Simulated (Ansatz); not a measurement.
C$_{3}$H$_{9}$FSi

Input

```
crystal:
  periodic: [false, false, false]
  atoms:
    - symbol: C
      position_ang: [-2.709925, 0.695489, -0.418588]
    - symbol: C
      position_ang: [-0.074918, 1.721283, 0.830087]
    - symbol: C
      position_ang: [-0.086689, -0.887299, -0.828079]
    - symbol: F
      position_ang: [-0.545570, 1.661580, -1.953542]
    - symbol: Si
      position_ang: [-0.854251, 0.797847, -0.592652]
    - symbol: H
      position_ang: [-3.161551, 0.197862, -1.290792]
    - symbol: H
      position_ang: [-3.154625, 1.699051, -0.332351]
    - symbol: H
      position_ang: [-2.989759, 0.122937, 0.480190]
    - symbol: H
      position_ang: [-0.244755, 1.193213, 1.782044]
    - symbol: H
      position_ang: [1.012364, 1.821063, 0.687977]
    - symbol: H
      position_ang: [-0.499258, 2.732929, 0.924115]
    - symbol: H
      position_ang: [-0.256062, -1.523604, 0.055298]
    - symbol: H
      position_ang: [1.000343, -0.807858, -0.984240]
    - symbol: H
      position_ang: [-0.518625, -1.399607, -1.701751]
basis:
  gaussian:
    orbitals: def2-SVPD
hamiltonian:
  xc: {name: PBE0}
output: {forces: true, orbitals: {seedname: orbitals}}
```

Command:

```sh
ansatz run input.yaml --threads 2 --pin off --max-ram 4350MiB --events-out events.jsonl --progress --plain --runs-dir runs
```

Geometry: PBE0-D3(BJ)/def2-SVP.

Theory: isolated molecule in a Gaussian basis; Kohn-Sham density functional theory, functional PBE0 (Ansatz).

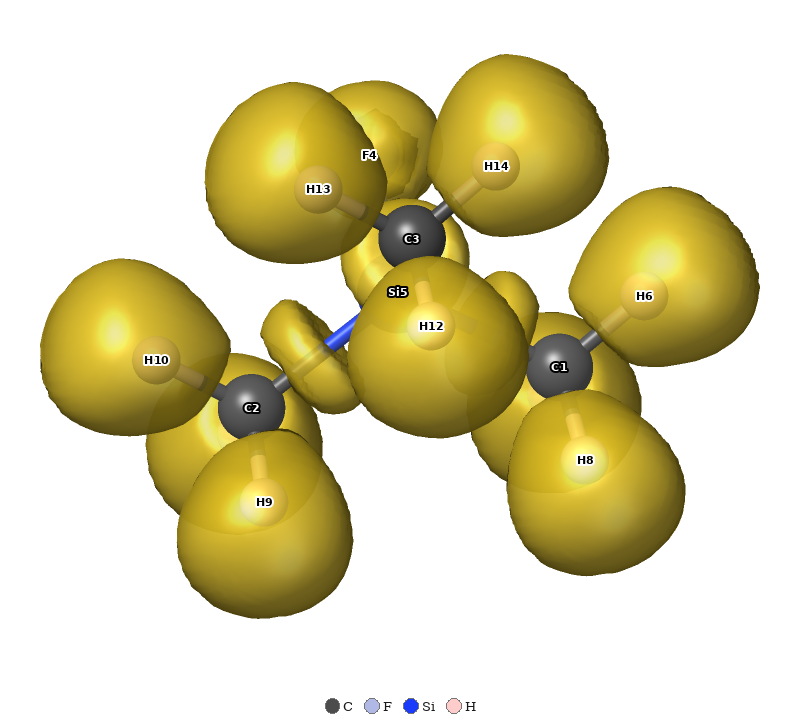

Figure 1. Isosurface of the ELF at 0.8 (yellow), seen at an oblique angle. Core shells and regions of very low density are left out.

### What do the ELF domains correspond to?

The surface consists of three regions between bonded C–Si atoms (shared pairs), nine regions around hydrogen nuclei and one region wrapped around F (its lone pairs, merged into a ring or cap). Along the contacts the grid gives the following. Si–F (1.64 Å): the ELF peaks at about 0.85 in the valence shell of F, 0.6 Å from its nucleus, and is about 0.50 at the midpoint. C–Si (1.87 Å): the ELF peaks at about 0.95 between the atoms, as expected for a covalent bond.

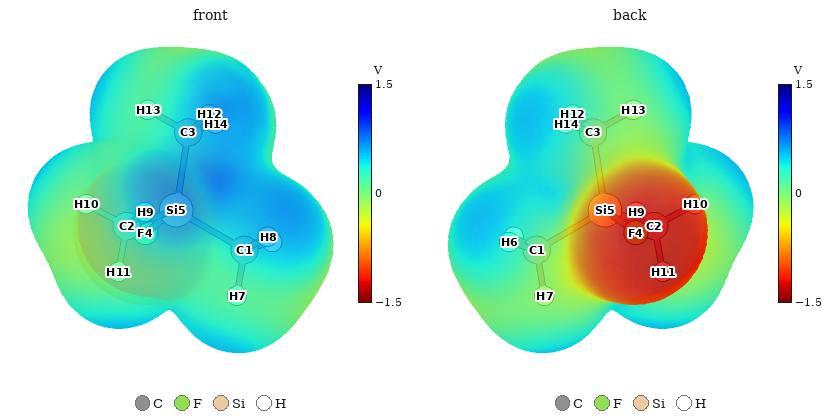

Figure 2. The molecular electrostatic potential painted on the density surface at 0.001 e/bohr³, seen from the front and from behind; the colour scale runs from red (negative) to blue (positive).

### Where is the surface potential most negative and most positive?

The most negative region (about −1.3 V) lies over F4, the most positive (about +0.7 V) over Si5 and H12.

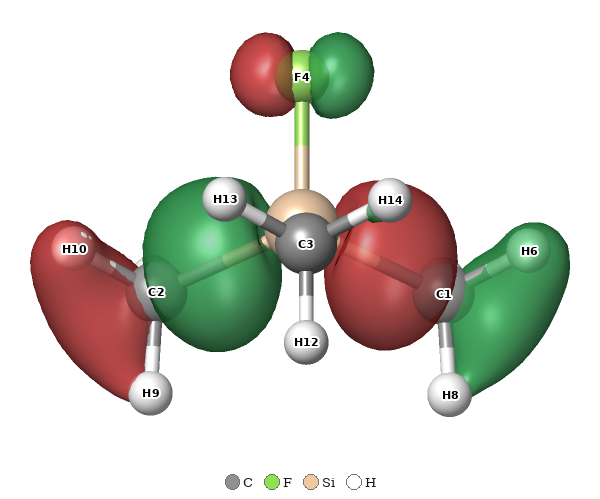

Figure 3. The HOMO at ±0.15 Å⁻³ᐟ² (green and red are the two phases), seen from one side.

### Where does this orbital lie, and at what energy?

Its weight (Hirshfeld) is mainly on C1 (about 25 %), C2 (about 25 %), Si5 (about 20 %) and F4 (about 5 %). It is one of a degenerate set, so its orientation is arbitrary. Its energy is −8.67 eV.
